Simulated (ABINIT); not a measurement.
## GaP (F-43m): G0W0 in ABINIT against the k mesh

Wanted: the cheapest k mesh that holds the gap of GaP (F-43m).

Method: PBE and many-body steps on it, plane waves, in ABINIT 10.8.3.

## (1) The starting structure

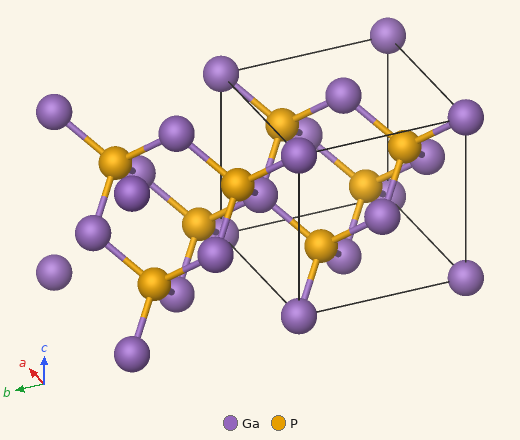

The cell as given, from a free direction (gallium purple, phosphorus orange). 1×2×1 cells are drawn. This picture shows the conventional cell, with its axes. Bonds to atoms that aren't drawn are left out. Some periodic images of atoms are drawn too.

The cell and positions come from the Crystallography Open Database and are kept as given unless a step says otherwise.

## (2) Empty states on the mesh, 4×4×4 mesh, 108 bands

This step: ABINIT 10.8.3; DFT, PBE, plane waves, norm-conserving pseudopotentials.

The sums over transitions need many empty states on a uniform mesh; this step solves for them.

Contents of run.abi:

```
acell 3*1.0 Angstrom
rprim 
  0.000000000000 2.725250000000 2.725250000000
  2.725250000000 0.000000000000 2.725250000000
  2.725250000000 2.725250000000 0.000000000000
ntypat 2
znucl 31 15
natom 2
typat 1 2
xred 
  0.000000000000 0.000000000000 0.000000000000
  0.250000000000 0.250000000000 0.250000000000
pp_dirpath "pseudos"
pseudos "Ga.upf, P.upf"
ecut 36
ngkpt 4 4 4
nshiftk 1
shiftk 0 0 0
kptopt 1
chksymbreak 0
irdden 1
istwfk *1
nband 108
prtvol 0
optdriver 6
gwr_task "HDIAGO"
paral_kgb 0
occopt 1
indata_prefix "in"
outdata_prefix "out"
tmpdata_prefix "tmp"
```

On the command line:

```bash
$ OMP_NUM_THREADS=1 mpirun -n 4 abinit run.abi > log
```

Numbers of over 12 decimals in the logs are rounded to 6 here.

The log of the run:

```text
.Version 10.8.3 of ABINIT. v10.8.2 released Aug 2026.

 Symmetries : space group F-4 3 m (#216); Bravais cF (face-center cubic)
[... echo of the input left out ...]
== DATASET  1 ==================================================================
-   mpi_nproc: 4, omp_nthreads: 1 (-1 if OMP is not activated)

--- !DatasetInfo
iteration_state: {dtset: 1, }
dimensions: {natom: 2, nkpt: 8, mband: 108, nsppol: 1, nspinor: 1, nspden: 1, mpw: 2832, }
cutoff_energies: {ecut:  36.0, pawecutdg:  -1.0, }
[...]
Indirect band gap semiconductor
 Fundamental gap:     1.653 (eV)
   VBM:     4.357 (eV) at k: [ 0.0000E+00,  0.0000E+00,  0.0000E+00]
   CBM:     6.010 (eV) at k: [ 5.0000E-01,  5.0000E-01,  0.0000E+00]
 Direct gap:         1.817 (eV) at k: [ 0.0000E+00,  0.0000E+00,  0.0000E+00]

== END DATASET(S) ==============================================================
================================================================================

 -outvars: echo values of variables after computation  --------
           etotal      0.0000000000E+00
            nband         108
             nkpt           8
          spgroup         216
 [... the other variables as echoed above ...]

 Calculation completed.
```

Wall time 40 s (4 MPI ranks of Arm Neoverse V1, shared host); peak memory 1.9 GiB.

This step gave:

* gap: 1.653 eV
* k of the valence top: 0, 0, 0
* k of the conduction bottom: 0.5, 0.5, 0
* least direct gap: 1.817 eV
* k points computed: 8
* lowest point of the top converged band, above the valence top: 88.9156 eV

On this mesh the gap is 1.653 eV.

The density comes from a self-consistent run that is not shown.

## (3) Empty states on the mesh, 2×2×2 mesh, 36 bands

run.abi, as its differences from that of step 2:

```diff
@@ -15,3 +15,3 @@
 ecut 36
-ngkpt 4 4 4
+ngkpt 2 2 2
 nshiftk 1
@@ -20,10 +20,10 @@
 chksymbreak 0
+iscf -2
 irdden 1
 istwfk *1
-nband 108
+nband 36
+nbdbuf 4
+tolwfr 1e-09
+nstep 60
 prtvol 0
-optdriver 6
-gwr_task "HDIAGO"
-paral_kgb 0
-occopt 1
 indata_prefix "in"
```

The log of the run:

```text
.Version 10.8.3 of ABINIT. v10.8.2 released Aug 2026.

 Symmetries : space group F-4 3 m (#216); Bravais cF (face-center cubic)
[... echo of the input left out ...]
== DATASET  1 ==================================================================
-   mpi_nproc: 4, omp_nthreads: 1 (-1 if OMP is not activated)
-    --> not optimal distribution: autoparal keyword recommended in input file <--

--- !DatasetInfo
iteration_state: {dtset: 1, }
dimensions: {natom: 2, nkpt: 3, mband: 36, nsppol: 1, nspinor: 1, nspden: 1, mpw: 2824, }
cutoff_energies: {ecut:  36.0, pawecutdg:  -1.0, }
[...]
0.61777    0.61777    0.61777    0.74223    1.05012    1.05012    1.05012    1.15726
   1.15726    1.16059    1.16059    1.16059    1.25113    1.25113    1.25113    1.56198
   1.59224    1.59224    1.62637    1.62637
 prteigrs : prtvol=0 or 1, do not print more k-points.

== END DATASET(S) ==============================================================
================================================================================

 -outvars: echo values of variables after computation  --------
            nband          36
             nkpt           3
          spgroup         216
 [... the other variables as echoed above ...]

 Calculation completed.
```

Run time: 4.9 s. Hardware: 4 MPI ranks; peak memory 0.24 GiB; 19 s of CPU time.

Numbers from this step:

```yaml
gap: 1.653 eV
k_of_the_valence_top: 0, 0, 0
k_of_the_conduction_bottom: 0.5, 0.5, 0
least_direct_gap: 1.817 eV
k_points_computed: 3
lowest_point_of_the_top_converged_band_above_the_valence_top: 31.43 eV
```

On this mesh the gap is 1.653 eV.

## (4) Empty states on the mesh, 6×6×6 mesh, 36 bands

run.abi, as its differences from that of step 3:

```diff
@@ -15,3 +15,3 @@
 ecut 36
-ngkpt 2 2 2
+ngkpt 6 6 6
 nshiftk 1
```

The log of the run:

```text
.Version 10.8.3 of ABINIT. v10.8.2 released Aug 2026.

 Symmetries : space group F-4 3 m (#216); Bravais cF (face-center cubic)
[... echo of the input left out ...]
== DATASET  1 ==================================================================
-   mpi_nproc: 4, omp_nthreads: 1 (-1 if OMP is not activated)

--- !DatasetInfo
iteration_state: {dtset: 1, }
dimensions: {natom: 2, nkpt: 16, mband: 36, nsppol: 1, nspinor: 1, nspden: 1, mpw: 2838, }
cutoff_energies: {ecut:  36.0, pawecutdg:  -1.0, }
[...]
0.61777    0.61777    0.61777    0.74223    1.05012    1.05012    1.05012    1.15726
   1.15726    1.16059    1.16059    1.16059    1.25113    1.25113    1.25113    1.56198
   1.59224    1.59224    1.62637    1.62637
 prteigrs : prtvol=0 or 1, do not print more k-points.

== END DATASET(S) ==============================================================
================================================================================

 -outvars: echo values of variables after computation  --------
            nband          36
             nkpt          16
          spgroup         216
 [... the other variables as echoed above ...]

 Calculation completed.
```

Wall time 11 s (4 MPI ranks); peak memory 0.27 GiB.

Numbers from this step:

```
gap                                                           : 1.653 eV
k of the valence top                                          : 0, 0, 0
k of the conduction bottom                                    : 0.5, 0.5, 0
least direct gap                                              : 1.817 eV
k points computed                                             : 16
lowest point of the top converged band, above the valence top : 30.75 eV
```

On this mesh the gap is 1.653 eV.

## (5) Screening, 2×2×2 mesh, 32 bands, screening to 106.1 eV

The RPA dielectric matrix is built and inverted for each q.

This step: RPA screening on PBE, plane waves, norm-conserving pseudopotentials.

run.abi, as its differences from that of step 4:

```diff
@@ -15,3 +15,3 @@
 ecut 36
-ngkpt 6 6 6
+ngkpt 2 2 2
 nshiftk 1
@@ -20,10 +20,11 @@
 chksymbreak 0
-iscf -2
-irdden 1
 istwfk *1
-nband 36
-nbdbuf 4
-tolwfr 1e-09
-nstep 60
-prtvol 0
+occopt 1
+irdwfk 1
+optdriver 3
+nband 32
+ecuteps 3.9
+inclvkb 2
+awtr 1
+symchi 1
 indata_prefix "in"
```

The log of the run:

```text
.Version 10.8.3 of ABINIT. v10.8.2 released Aug 2026.

 Symmetries : space group F-4 3 m (#216); Bravais cF (face-center cubic)
[... echo of the input left out ...]
== DATASET  1 ==================================================================
-   mpi_nproc: 4, omp_nthreads: 1 (-1 if OMP is not activated)

--- !DatasetInfo
iteration_state: {dtset: 1, }
dimensions: {natom: 2, nkpt: 3, mband: 32, nsppol: 1, nspinor: 1, nspden: 1, mpw: 2824, }
cutoff_energies: {ecut:  36.0, pawecutdg:  -1.0, }
electrons: {nelect:   1.80000000E+01, charge:   0.00000000E+00, occopt:   1.00000000E+00, tsmear:   1.00000000E-02, }

 SCREENING: Calculation of the susceptibility and dielectric matrices

 Based on a program developped by R.W. Godby, V. Olevano, G. Onida, and L. Reining.
 Incorporated in ABINIT by V. Olevano, G.-M. Rignanese, and M. Torrent.
.Using double precision arithmetic ; gwpc =  8

[... cell and pseudopotentials left out ...]
--------------------------------------------------------------------------------

 ==== K-mesh for the wavefunctions ====
 Number of points in the irreducible wedge :     3
[... list of points left out ...]
 Together with 24 symmetry operations and time-reversal symmetry
 yields     8 points in the full Brillouin Zone.

 ==== Q-mesh for the screening function ====
 Number of points in the irreducible wedge :     3
[... list of points left out ...]
 Together with 24 symmetry operations and time-reversal symmetry
 yields     8 points in the full Brillouin Zone.

 setmesh: FFT mesh size selected  =    25x   25x   25
          total number of points  =        15625

 vcoul_init : cutoff-mode = AUXILIARY_FUNCTION
 q-points for optical limit:   1
     1)      0.000010    0.000020    0.000030

- screening: taking advantage of time-reversal symmetry
- Maximum band index for partially occupied states nbvw = 9
- Remaining bands to be divided among processors   nbcw = 23
- Number of bands treated by each node ~5

 Number of electrons calculated from density =   18.0000; Expected =   18.0000
 average of density, n =  0.065891
 r_s =    1.5359
 omega_plasma =   24.7610 [eV]

 calculating chi0 at frequencies [eV] :
  1    0.000000E+00    0.000000E+00
  2    0.000000E+00    2.476105E+01

--------------------------------------------------------------------------------
  q-point number  1        q = ( 0.000000, 0.000000, 0.000000) [r.l.u.]
--------------------------------------------------------------------------------
[... chi0 elements left out ...]
 For q-point:  0.000010 0.000020 0.000030
  dielectric constant =  48.3278
  dielectric constant without local fields =  55.6878

  Average fulfillment of the sum rule on Im[epsilon] for q-point    1 :     30.86  [%]
[... wings left out ...]
  q-point number  2        q = ( 0.500000, 0.000000, 0.000000) [r.l.u.]
--------------------------------------------------------------------------------
[... chi0 elements left out ...]
  Average fulfillment of the sum rule on Im[epsilon] for q-point    2 :     40.36  [%]

 [... 1 further q-points ...]
```

It took 2.7 s on 4 MPI ranks; peak memory 0.09 GiB.

This step gave:

```yaml
eps_infinity_with_local_fields_on_this_mesh_along_the_program_s_q_direction: 48.33
the_same_without_local_fields: 55.69
plasma_frequency: 24.76 eV
plane_waves_in_the_screening_matrix: 113
```

Local fields lower ε∞ by 13 %. On a Γ-centred mesh this coarse the value itself is usually too large, while a short band sum pulls it down.

## (6) 2×2×2

This step: G0W0 on PBE, plane waves, norm-conserving pseudopotentials.

run.abi, as its differences from that of step 5:

```diff
@@ -23,8 +23,17 @@
 irdwfk 1
-optdriver 3
+optdriver 4
 nband 32
+gwcalctyp 0
+ecutsigx 36
+symsigma 1
+nkptgw 2
+kptgw 
+  0.0000000000 0.0000000000 0.0000000000
+  0.5000000000 0.5000000000 0.0000000000
+bdgw 
+  7 13
+  8 11
 ecuteps 3.9
-inclvkb 2
-awtr 1
-symchi 1
+irdscr 1
+ppmodel 1
 indata_prefix "in"
```

The log of the run:

```text
.Version 10.8.3 of ABINIT. v10.8.2 released Aug 2026.

 Symmetries : space group F-4 3 m (#216); Bravais cF (face-center cubic)
[... echo of the input left out ...]
== DATASET  1 ==================================================================
-   mpi_nproc: 4, omp_nthreads: 1 (-1 if OMP is not activated)

--- !DatasetInfo
iteration_state: {dtset: 1, }
dimensions: {natom: 2, nkpt: 3, mband: 32, nsppol: 1, nspinor: 1, nspden: 1, mpw: 2824, }
cutoff_energies: {ecut:  36.0, pawecutdg:  -1.0, }
electrons: {nelect:   1.80000000E+01, charge:   0.00000000E+00, occopt:   1.00000000E+00, tsmear:   1.00000000E-02, }

 SIGMA: Calculation of the GW corrections

 Based on a program developped by R.W. Godby, V. Olevano, G. Onida, and L. Reining.
 Incorporated in ABINIT by V. Olevano, G.-M. Rignanese, and M. Torrent.
.Using double precision arithmetic ; gwpc =  8

[... cell and pseudopotentials left out ...]
--------------------------------------------------------------------------------

 ==== K-mesh for the wavefunctions ====
 Number of points in the irreducible wedge :     3
[... list of points left out ...]
 Together with 24 symmetry operations and time-reversal symmetry
 yields     8 points in the full Brillouin Zone.

 ==== Q-mesh for screening function ====
 Number of points in the irreducible wedge :     3
[... list of points left out ...]
 Together with 24 symmetry operations and time-reversal symmetry
 yields     8 points in the full Brillouin Zone.

 vcoul_init : cutoff-mode = AUXILIARY_FUNCTION
 q-points for optical limit:   1
     1)      0.000010    0.000020    0.000030
 setmesh: FFT mesh size selected  =    40x   40x   40
          total number of points  =        64000

 Number of electrons calculated from density =   18.0000; Expected =   18.0000
 average of density, n =  0.065891
 r_s =    1.5359
 omega_plasma =   24.7610 [eV]

 === KS Band Gaps ===
  >>>> For spin  1
   Minimum direct gap =   1.8169 [eV], located at k-point      :   0.0000  0.0000  0.0000
   Fundamental gap    =   1.6526 [eV], Top of valence bands at :   0.0000  0.0000  0.0000
                                       Bottom of conduction at :   0.5000  0.5000  0.0000
 SIGMA fundamental parameters:
 PLASMON POLE MODEL  1
 number of plane-waves for SigmaX                 2741
 number of plane-waves for SigmaC and W            113
 number of plane-waves for wavefunctions          2741
 number of bands                                    32
 number of independent spin polarizations            1
 number of spinorial components                      1
 number of k-points in IBZ                           3
 number of q-points in IBZ                           3
 number of symmetry operations                      24
 number of k-points in BZ                            8
 number of q-points in BZ                            8
 number of frequencies for dSigma/dE                 9
 frequency step for dSigma/dE [eV]                0.25
 number of omega for Sigma on real axis              0
 max omega for Sigma on real axis  [eV]           0.00
 zcut for avoiding poles [eV]                     0.10

 EPSILON^-1 parameters (SCR file):
 dimension of the eps^-1 matrix on file            113
 dimension of the eps^-1 matrix used               113
 number of plane-waves for wavefunctions          2741
 number of bands                                    32
 number of q-points in IBZ                           3
 number of frequencies                               2
 number of real frequencies                          1
 number of imag frequencies                          1

 matrix elements of self-energy operator (all in [eV])

 Perturbative Calculation

--- !SelfEnergy_ee
iteration_state: {dtset: 1, }
kpoint     : [   0.000,    0.000,    0.000, ]
spin       : 1
KS_gap     :    1.817
QP_gap     :    2.409
Delta_QP_KS:    0.592
data: !SigmaeeData |
     Band     E0 <VxcDFT>   SigX SigC(E0)      Z dSigC/dE  Sig(E)    E-E0       E
        7   4.357 -12.971 -15.097   2.508   0.798  -0.253 -12.666   0.304   4.661
        8   4.357 -12.971 -15.097   2.508   0.798  -0.253 -12.666   0.304   4.661
        9   4.357 -12.971 -15.097   2.508   0.798  -0.253 -12.666   0.304   4.661
       10   6.174 -12.251  -6.950  -4.186   0.804  -0.244 -11.355   0.896   7.070
       11   8.244 -10.786  -6.171  -3.796   0.815  -0.226 -10.118   0.668   8.912
       12   8.244 -10.786  -6.171  -3.796   0.815  -0.226 -10.118   0.668   8.912
       13   8.244 -10.786  -6.171  -3.796   0.815  -0.226 -10.118   0.668   8.912

--- !SelfEnergy_ee
iteration_state: {dtset: 1, }
kpoint     : [   0.500,    0.500,    0.000, ]
spin       : 1
KS_gap     :    4.335
QP_gap     :    4.913
Delta_QP_KS:    0.578
data: !SigmaeeData |
     Band     E0 <VxcDFT>   SigX SigC(E0)      Z dSigC/dE  Sig(E)    E-E0       E
        8   1.674 -11.548 -14.426   2.793   0.797  -0.255 -11.616  -0.068   1.607
        9   1.674 -11.548 -14.426   2.793   0.797  -0.255 -11.616  -0.068   1.607
       10   6.010  -9.119  -4.718  -3.784   0.826  -0.210  -8.609   0.510   6.520
       11   6.179 -10.350  -5.610  -3.832   0.819  -0.220  -9.606   0.744   6.923

== END DATASET(S) ==============================================================
================================================================================

 -outvars: echo values of variables after computation  --------
           etotal      0.0000000000E+00
            nband          32
             nkpt           3
          spgroup         216
 [... the other variables as echoed above ...]

 Calculation completed.
```

The job ended after 2.8 s (4 MPI ranks; peak memory 0.1 GiB; 11 s of CPU time).

This step gave:

| Item | Value |
| --- | --- |
| G0W0 gap on the points computed | 1.859 eV |
| starting gap on the mesh | 1.653 eV |
| k of the valence top | 0, 0, 0 |
| k of the conduction bottom | 0.5, 0.5, 0 |
| Z at the valence top | 0.798 |
| Z at the conduction bottom | 0.826 |
| least direct G0W0 gap on the computed points | 2.409 eV |

## (7) Screening, 4×4×4 mesh, 32 bands, screening to 106.1 eV

This step: RPA screening on PBE, plane waves, norm-conserving pseudopotentials.

run.abi, as its differences from that of step 6:

```diff
@@ -15,3 +15,3 @@
 ecut 36
-ngkpt 2 2 2
+ngkpt 4 4 4
 nshiftk 1
@@ -23,17 +23,8 @@
 irdwfk 1
-optdriver 4
+optdriver 3
 nband 32
-gwcalctyp 0
-ecutsigx 36
-symsigma 1
-nkptgw 2
-kptgw 
-  0.0000000000 0.0000000000 0.0000000000
-  0.5000000000 0.5000000000 0.0000000000
-bdgw 
-  7 13
-  8 11
 ecuteps 3.9
-irdscr 1
-ppmodel 1
+inclvkb 2
+awtr 1
+symchi 1
 indata_prefix "in"
```

The log of the run:

```text
.Version 10.8.3 of ABINIT. v10.8.2 released Aug 2026.

 Symmetries : space group F-4 3 m (#216); Bravais cF (face-center cubic)
[... echo of the input left out ...]
== DATASET  1 ==================================================================
-   mpi_nproc: 4, omp_nthreads: 1 (-1 if OMP is not activated)

--- !DatasetInfo
iteration_state: {dtset: 1, }
dimensions: {natom: 2, nkpt: 8, mband: 32, nsppol: 1, nspinor: 1, nspden: 1, mpw: 2832, }
cutoff_energies: {ecut:  36.0, pawecutdg:  -1.0, }
electrons: {nelect:   1.80000000E+01, charge:   0.00000000E+00, occopt:   1.00000000E+00, tsmear:   1.00000000E-02, }

 SCREENING: Calculation of the susceptibility and dielectric matrices

 Based on a program developped by R.W. Godby, V. Olevano, G. Onida, and L. Reining.
 Incorporated in ABINIT by V. Olevano, G.-M. Rignanese, and M. Torrent.
.Using double precision arithmetic ; gwpc =  8

[... cell and pseudopotentials left out ...]
--------------------------------------------------------------------------------

 ==== K-mesh for the wavefunctions ====
 Number of points in the irreducible wedge :     8
[... list of points left out ...]
 Together with 24 symmetry operations and time-reversal symmetry
 yields    64 points in the full Brillouin Zone.

 ==== Q-mesh for the screening function ====
 Number of points in the irreducible wedge :     8
[... list of points left out ...]
 Together with 24 symmetry operations and time-reversal symmetry
 yields    64 points in the full Brillouin Zone.

 setmesh: FFT mesh size selected  =    25x   25x   25
          total number of points  =        15625

 vcoul_init : cutoff-mode = AUXILIARY_FUNCTION
 q-points for optical limit:   1
     1)      0.000010    0.000020    0.000030

- screening: taking advantage of time-reversal symmetry
- Maximum band index for partially occupied states nbvw = 9
- Remaining bands to be divided among processors   nbcw = 23
- Number of bands treated by each node ~5

 Number of electrons calculated from density =   18.0000; Expected =   18.0000
 average of density, n =  0.065891
 r_s =    1.5359
 omega_plasma =   24.7610 [eV]

 calculating chi0 at frequencies [eV] :
  1    0.000000E+00    0.000000E+00
  2    0.000000E+00    2.476105E+01

--------------------------------------------------------------------------------
  q-point number  1        q = ( 0.000000, 0.000000, 0.000000) [r.l.u.]
--------------------------------------------------------------------------------
[... chi0 elements left out ...]
 For q-point:  0.000010 0.000020 0.000030
  dielectric constant =  17.9534
  dielectric constant without local fields =  19.5734

  Average fulfillment of the sum rule on Im[epsilon] for q-point    1 :     32.41  [%]
[... wings left out ...]
  q-point number  2        q = ( 0.250000, 0.000000, 0.000000) [r.l.u.]
--------------------------------------------------------------------------------
[... chi0 elements left out ...]
  Average fulfillment of the sum rule on Im[epsilon] for q-point    2 :     46.65  [%]

 [... 6 further q-points ...]
```

Wall time 5.1 s (4 MPI ranks); peak memory 0.42 GiB.

Numbers from this step:

```
ε∞ with local fields, on this mesh, along the program's q direction : 17.95
the same without local fields                                       : 19.57
plasma frequency                                                    : 24.76 eV
plane waves in the screening matrix                                 : 113
```

(Continued in part 2 of 2.)

[Paths, hosts, dates, memory and timing lines, banners, echoed tables and standing remarks are left out of the program output.]

[Logs are printed without paths, hosts, clocks, repeated set-up lines and the standing remarks that a program may print on its own settings, such as how far it seeks lower states.]

[Runs of the session that timed out or met a known fault of the program may be left out.]

[Hosts, paths, dates, database ids (printed as entryN), source tags and the programs' standing remarks are cut or masked in the printed files.]

[G0W0 gaps are taken among the corrected bands and points alone; a level outside them can change the order at an edge.]

[Where Ansatz stands beside ABINIT at settings called matched, ABINIT's density can come from a denser mesh and the files from another edition; pairs whose starting gaps differed by over 0.03 eV were left out, so agreement reads better than it is.]
